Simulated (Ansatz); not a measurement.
**Li+ with AlF₃: structure and interaction energy**

Aim: relax the pair, then compute its interaction energy with counterpoise at many levels, up to CCSD(T).

Program: Ansatz 0.2.0, Gaussian basis. Level of theory: PBE0-D4 structure, single points in def2-TZVPPD. These are calculated values, not measurements.

Levels: PBE-D4, revPBE-D4, BLYP-D4, r2SCAN-D4, B97M-V, PBE0-D4, B3LYP-D4, HSE06-D4, wB97X-V, wB97M-V, B2PLYP, Hartree-Fock, MP2, CCSD, CCSD(T). The reference is CCSD(T) extrapolated to the basis limit.

Correlated methods freeze the cores. The outer core shell of Li, Na, Mg and K is correlated. B3LYP uses VWN-RPA correlation. B2PLYP carries no dispersion term here.

164 further runs of the same task are left out: 1 that didn't finish, 163 set aside as unsound or not needed.

### Step 1. Starting geometry

The pair, from a GFN2-xTB docking trial: 5 atoms, charge 1, spin multiplicity 1.

Atoms are counted from 1 here; the program's logs count them from 0.

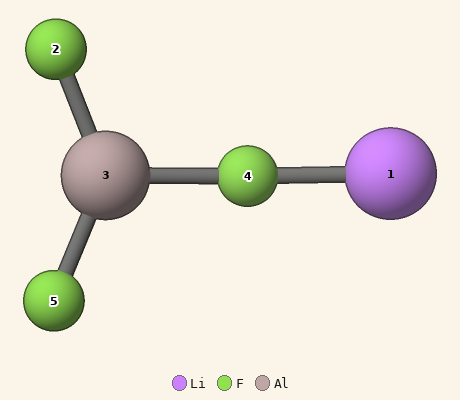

Start geometry, drawn with lithium purple, fluorine green, aluminium light grey; atoms are numbered from 1 in the order of the file.

Geometry (Å):

```tsv
atom	x (Å)	y (Å)	z (Å)
Li1	0.2985	-0.3674	-2.5937
F2	1.0362	1.1139	1.3519
Al3	-0.0887	0.1095	0.7684
F4	0.0756	-0.1224	-0.9124
F5	-1.3217	-0.7336	1.3858
```

Atoms 1 to 1 are fragment A (Li+), the rest fragment B (AlF₃).

### Step 2. A first relaxation in a small basis

Contents of pre/in.yaml:

```yaml
crystal:
  periodic: [false, false, false]
  atoms:
    - {symbol: Li, position_ang: [0.298500, -0.367400, -2.593700]}
    - {symbol: F, position_ang: [1.036200, 1.113900, 1.351900]}
    - {symbol: Al, position_ang: [-0.088700, 0.109500, 0.768400]}
    - {symbol: F, position_ang: [0.075600, -0.122400, -0.912400]}
    - {symbol: F, position_ang: [-1.321700, -0.733600, 1.385800]}
basis:
  gaussian: {orbitals: def2-SVP}
total_charge: 1
hamiltonian: {xc: pbe, dispersion: d4}
relax: {f_tol: 0.03, max_steps: 250}
```

Command:

```bash
$ ansatz run in.yaml --threads 2 --pin off --events-out ev --progress --plain --max-ram 5222MiB
```

Further steps of the session: Relaxation at PBE0-D4; wB97X-V/def2-TZVPPD; wB97M-V/def2-TZVPPD; B2PLYP/def2-TZVPPD; B97M-V/def2-TZVPPD; CCSD(T)/def2-TZVPPD; MP2/def2-QZVPPD; Hartree-Fock/STO-3G; SPW92/def2-SVP; wB97M-V/def2-SVP; CCSD(T)/def2-SVP; Vibrations of the pair.

**Question.** What will these runs give? Wanted: interaction energy, CCSD(T)/CBS; of it Hartree-Fock; D4 term of PBE0-D4; shortest contact; lowest wavenumber.

As calculated:

| quantity | value |
| --- | --- |
| interaction energy, CCSD(T)/CBS | -28.92 kcal/mol |
| of it Hartree-Fock (basis limit) | -30.45 kcal/mol |
| D4 term of PBE0-D4 | -0.31 kcal/mol |
| shortest contact | Li1–F4 1.77 Å |
| lowest wavenumber | 70 cm⁻¹ |

What this shows: The pair is bound by 28.92 kcal/mol at fixed fragment shapes. Hartree-Fock gives 105 % of it, so electrostatics, induction and charge transfer lead. Among the functionals BLYP-D4 lands nearest to CCSD(T)/CBS (-0.04 kcal/mol) and r2SCAN-D4 farthest (+1.51 kcal/mol). Mean unsigned error by rung: GGA 0.61, meta-GGA 1.07, hybrid 0.46, screened hybrid 0.16, range-separated hybrid 0.50, double hybrid 0.07 kcal/mol. PBE-D4 gives an interaction energy 0.58 kcal/mol too high, an error of 2 % of the reference. CCSD(T) moves by -0.95 kcal/mol from triple zeta to the limit; gaps between functionals far smaller than that don't rank them. A lower arrangement may exist.
